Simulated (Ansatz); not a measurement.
# singlet [SiF3]−: levels of theory compared

We compute a comparison of 6 runs (B3LYP/aug-cc-pVDZ, PBE/aug-cc-pVDZ, r2SCAN/aug-cc-pVDZ, r2SCAN0/aug-cc-pVDZ, MP2/aug-cc-pVDZ, CCSD(T)/aug-cc-pVDZ) of singlet [SiF3]−. 

Program for the calculation: Ansatz 0.2.0.

20 further runs of the same task are left out: 20 set aside as unsound or not needed.

## Step 1: The molecule

[SiF3]−: 4 atoms, total charge -1, spin state singlet. SMILES of the parent species: `F[Si](F)F`. The shape is that of a PBE0-D4/def2-TZVP optimisation. That shape belongs to the parent species and isn't relaxed for this state.

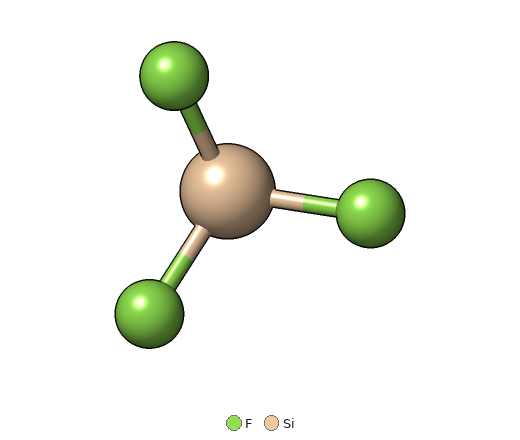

Viewed from a chosen angle; fluorine green, silicon light orange.

## Step 2: The energy at B3LYP/aug-cc-pVDZ (run 1)

The input, molecule.yaml:

```yaml
crystal:
  periodic: [false, false, false]
  atoms:
    - {symbol: F, position_ang: [0.784850, -0.507040, 1.151700]}
    - {symbol: Si, position_ang: [-0.282750, 0.213060, 0.234280]}
    - {symbol: F, position_ang: [-0.994260, -0.892250, -0.644340]}
    - {symbol: F, position_ang: [0.492160, 1.186230, -0.741640]}
basis:
  gaussian:
    orbitals: aug-cc-pVDZ
total_charge: -1
hamiltonian:
  xc: {name: B3LYP}
accuracy: high
output: {orbitals: {seedname: orbitals}}
```

On the command line:

```
$ ansatz run molecule.yaml --threads 1 --pin off --max-ram 3480MiB --events-out events.jsonl --progress --plain --runs-dir runs
```

Standard output:

```text
Warning: RAYON_NUM_THREADS=1 ignored (pool sized by the plan → 1); use --threads N
Functional definition: B3LYP
  name "B3LYP"
  parameter a0 = 0.2
  parameter ax = 0.72
  parameter ac = 0.81
  exchange = (1 - a0 - ax)*slater_x + ax*b88_x + a0*exact_x
  correlation = (1 - ac)*vwn_rpa_c + ac*lyp_c
1923 factors; integrals over basis functions are off by at most 3.1e-9 eV
mean field evaluation 1: about -16034.0922 eV, gradient 1.1e1 eV
mean field evaluation 2: about -16034.3237 eV, gradient 6.1e0 eV
mean field evaluation 4: about -16034.3988 eV, gradient 6.0e-1 eV
mean field evaluation 8: about -16034.4819 eV, gradient 7.0e-3 eV
mean field evaluation 16: about -16034.4819 eV, gradient 1.3e-6 eV
mean field -16034.48185456 eV, -589.2563395928 hartree, gradient 3.3e-8 eV, S^2 0.000000; 0 other end points of the search recorded, 0 dependent functions left out
reference -16034.48188983 eV, -589.2563408891 hartree; 21, 21 occupied and 75, 75 virtual orbitals, 1923 factors
Total energy: -16034.48188983 eV, -589.2563408891 hartree
```

Run time: 7.8 s. Hardware: 1 thread of Arm Neoverse V1, shared host; peak memory 0.3 GiB.

## Step 3: The energy at PBE/aug-cc-pVDZ (run 2)

The input, in.yaml:

```yaml
basis:
  gaussian: {orbitals: aug-cc-pVDZ}
crystal:
  periodic: [false, false, false]
  atoms:
    - {symbol: F, position_ang: [0.784850, -0.507040, 1.151700]}
    - {symbol: Si, position_ang: [-0.282750, 0.213060, 0.234280]}
    - {symbol: F, position_ang: [-0.994260, -0.892250, -0.644340]}
    - {symbol: F, position_ang: [0.492160, 1.186230, -0.741640]}
output: {orbitals: {seedname: orbitals}}
total_charge: -1
accuracy: high
hamiltonian: {xc: pbe}
```

On the command line:

```
$ ansatz run in.yaml --threads 1 --pin off --max-ram 3480MiB --events-out events.jsonl --progress --plain --runs-dir runs
```

Standard output:

```text
Warning: RAYON_NUM_THREADS=1 ignored (pool sized by the plan → 1); use --threads N
Functional definition: PBE
  name "PBE"
  parameter kappa = 0.804
  parameter beta = 0.06672455060314922
  exchange = pbe_x(kappa = kappa, mu = beta*pi^2/3)
  correlation = pbe_c(beta = beta)
1923 factors; integrals over basis functions are off by at most 3.1e-9 eV
mean field evaluation 1: about -16021.7637 eV, gradient 1.1e1 eV
mean field evaluation 2: about -16021.7229 eV, gradient 1.4e1 eV
mean field evaluation 4: about -16022.1891 eV, gradient 5.6e-1 eV
mean field evaluation 8: about -16022.1898 eV, gradient 5.6e-2 eV
mean field evaluation 16: about -16022.1899 eV, gradient 7.7e-7 eV
mean field -16022.18985889 eV, -588.8046170838 hartree, gradient 6.2e-8 eV, S^2 0.000000; 0 other end points of the search recorded, 0 dependent functions left out
reference -16022.18986251 eV, -588.8046172169 hartree; 21, 21 occupied and 75, 75 virtual orbitals, 1923 factors
Total energy: -16022.18986251 eV, -588.8046172169 hartree
```

Run time: 6.3 s. Hardware: 1 thread of Arm Neoverse V1, shared host; peak memory 0.23 GiB.

## Step 4: A single-point energy at r2SCAN/aug-cc-pVDZ (run 3)

The input, job.yaml:

```yaml
crystal:
  periodic: [false, false, false]
  atoms:
    - symbol: F
      position_ang: [0.784850, -0.507040, 1.151700]
    - symbol: Si
      position_ang: [-0.282750, 0.213060, 0.234280]
    - symbol: F
      position_ang: [-0.994260, -0.892250, -0.644340]
    - symbol: F
      position_ang: [0.492160, 1.186230, -0.741640]
basis:
  gaussian:
    orbitals: aug-cc-pVDZ
total_charge: -1
hamiltonian:
  xc: {name: r2SCAN}
accuracy: high
output: {orbitals: {seedname: orbitals}}
```

On the command line:

```
$ ansatz run job.yaml --threads 1 --pin off --max-ram 3480MiB --events-out events.jsonl --progress --plain --runs-dir runs
```

Standard output:

```text
Warning: RAYON_NUM_THREADS=1 ignored (pool sized by the plan → 1); use --threads N
Functional definition: r2SCAN
  name "r2SCAN"
  parameter k0 = 0.174
  parameter k1 = 0.065
  parameter a1 = 4.9479
  exchange = r2scan_x(k0 = k0, k1 = k1, a1 = a1)
  correlation = r2scan_c
1923 factors; integrals over basis functions are off by at most 3.1e-9 eV
mean field evaluation 1: about -16029.5098 eV, gradient 9.7e0 eV
mean field evaluation 2: about -16029.6778 eV, gradient 6.7e0 eV
mean field evaluation 4: about -16029.8125 eV, gradient 6.9e-1 eV
mean field evaluation 8: about -16029.8172 eV, gradient 3.3e-2 eV
mean field evaluation 16: about -16029.8172 eV, gradient 3.0e-6 eV
mean field -16029.81715845 eV, -589.0849151727 hartree, gradient 2.6e-8 eV, S^2 0.000000; 0 other end points of the search recorded, 0 dependent functions left out
reference -16029.81715965 eV, -589.0849152167 hartree; 21, 21 occupied and 75, 75 virtual orbitals, 1923 factors
Total energy: -16029.81715965 eV, -589.0849152167 hartree
```

Wall time 14 s (1 thread of Arm Neoverse V1, shared host); peak memory 0.28 GiB.

Runs 4 to 5 aren't shown in full; the table further down has their settings and results.

## Step 5: A single-point energy at CCSD(T)/aug-cc-pVDZ (run 6)

The input, in.yaml:

```yaml
crystal:
  periodic: [false, false, false]
  atoms:
    - {symbol: F, position_ang: [0.784850, -0.507040, 1.151700]}
    - {symbol: Si, position_ang: [-0.282750, 0.213060, 0.234280]}
    - {symbol: F, position_ang: [-0.994260, -0.892250, -0.644340]}
    - {symbol: F, position_ang: [0.492160, 1.186230, -0.741640]}
basis:
  gaussian: {orbitals: aug-cc-pVDZ}
total_charge: -1
correlation: {method: ccsd_t, frozen_orbitals: {F: 1, Si: 5}}
accuracy: high
scf: {omitted_lower_state_checks: [cluster_reference, increment]}
```

On the command line:

```
$ ansatz run in.yaml --threads 1 --pin off --max-ram 3480MiB --events-out events.jsonl --progress --plain --runs-dir runs
```

Standard output:

```text
Warning: RAYON_NUM_THREADS=1 ignored (pool sized by the plan → 1); use --threads N
Functional definition: HF
  name "HF"
  exchange = exact_x
  correlation = 0
these checks for a lower state are left out or cut short: cluster_reference, increment
1923 factors; integrals over basis functions are off by at most 3.1e-9 eV
mean field evaluation 1: about -15984.0805 eV, gradient 1.8e1 eV
mean field evaluation 2: about -15984.3813 eV, gradient 1.9e1 eV
mean field evaluation 4: about -15985.2379 eV, gradient 2.0e0 eV
mean field evaluation 8: about -15985.2599 eV, gradient 1.7e-1 eV
mean field evaluation 16: about -15985.2603 eV, gradient 3.0e-7 eV
mean field -15985.26025297 eV, -587.4474790982 hartree, gradient 1.7e-8 eV, S^2 0.000000; 0 other end points of the search recorded, 0 dependent functions left out
8 core orbitals not correlated: weight in the atoms' cores, before any rotation towards them, 1.000 or more for the frozen orbitals, at most 0.000 for the correlated occupied ones
reference -15985.26025297 eV, -587.4474790982 hartree; 13, 13 occupied and 75, 75 virtual orbitals, 1923 factors
second order -19.51254898 eV of doubles, -0.00000000 eV of singles
cycle   1  -19.25585966 eV  change    2.6e-1 eV  update   1.1e-1
cycle   2  -19.68970658 eV  change   -4.3e-1 eV  update   3.3e-2
cycle   3  -19.79407728 eV  change   -1.0e-1 eV  update   1.9e-2
cycle   4  -19.78243125 eV  change    1.2e-2 eV  update   5.0e-3
cycle   5  -19.77719444 eV  change    5.2e-3 eV  update   3.1e-3
cycle   6  -19.77947045 eV  change   -2.3e-3 eV  update   1.1e-3
cycle   7  -19.77966480 eV  change   -1.9e-4 eV  update   4.1e-4
cycle   8  -19.77944678 eV  change    2.2e-4 eV  update   1.5e-4
cycle   9  -19.77949013 eV  change   -4.3e-5 eV  update   6.1e-5
cycle  10  -19.77953901 eV  change   -4.9e-5 eV  update   2.0e-5
cycle  11  -19.77952723 eV  change    1.2e-5 eV  update   8.0e-6
cycle  12  -19.77953234 eV  change   -5.1e-6 eV  update   3.6e-6
cycle  13  -19.77953179 eV  change    5.5e-7 eV  update   1.1e-6
cycle  14  -19.77953175 eV  change    3.6e-8 eV  update   4.7e-7
cycle  15  -19.77953221 eV  change   -4.5e-7 eV  update   1.9e-7
cycle  16  -19.77953239 eV  change   -1.8e-7 eV  update   7.4e-8
cycle  17  -19.77953242 eV  change   -3.7e-8 eV  update   3.5e-8
cycle  18  -19.77953275 eV  change   -3.2e-7 eV  update   1.2e-7
cycle  19  -19.77953272 eV  change    2.7e-8 eV  update   3.4e-8
cycle  20  -19.77953272 eV  change   -3.8e-9 eV  update   1.1e-8
cycle  21  -19.77953272 eV  change    7.7e-9 eV  update   4.0e-9
cycle  22  -19.77953271 eV  change    1.3e-9 eV  update   1.4e-9
perturbative correction -0.49189549 eV, -0.0180768257 hartree
Total energy: -16005.53168117 eV, -588.1924403441 hartree
Checks for a lower state left out: cluster_reference, increment
```

Run time: 33 s. Hardware: 1 thread of Arm Neoverse V1, shared host; peak memory 0.62 GiB.

## Step 6: All runs side by side

| run | level | frozen core orbitals | energy (Eh) | HOMO energy (eV) | LUMO energy (eV) | HOMO–LUMO gap (eV) | wall time |
| --- | --- | --- | --- | --- | --- | --- | --- |
| 1 | B3LYP/aug-cc-pVDZ | – | -589.256341 | 0.47 | 3.87 | 3.41 | 7.8 s |
| 2 | PBE/aug-cc-pVDZ | – | -588.804617 | 1.21 | 3.65 | 2.44 | 6.3 s |
| 3 | r2SCAN/aug-cc-pVDZ | – | -589.084915 | 1.22 | 4.11 | 2.89 | 14 s |
| 4 | r2SCAN0/aug-cc-pVDZ | – | -589.043514 | 0.36 | 4.31 | 3.95 | 14 s |
| 5 | MP2/aug-cc-pVDZ | 8 | -588.164552 | – | – | – | 3.9 s |
| 6 | CCSD(T)/aug-cc-pVDZ | 8 | -588.192440 | – | – | – | 33 s |

## Step 7: Outcome

```
                                          quantity          value
                               run 6: total energy  -588.19244 Eh
run 6: correlation energy (8 core orbitals frozen)     -745.0 mEh
                             run 6: (T) correction     -18.08 mEh
                              run 6: T1 diagnostic          0.017
```

**Reading.** Over runs 1, 2, 3, 4 the HOMO–LUMO gap runs from 2.44 eV (PBE/aug-cc-pVDZ) to 3.95 eV (r2SCAN0/aug-cc-pVDZ). The empty levels of an anion lie above zero and hang on the basis. Totals of different functionals can't be ranked against each other. In runs 1, 2, 3, 4 the HOMO lies above zero, so the outermost electron may be held by the basis alone. All runs together took 79 s, the longest 33 s.
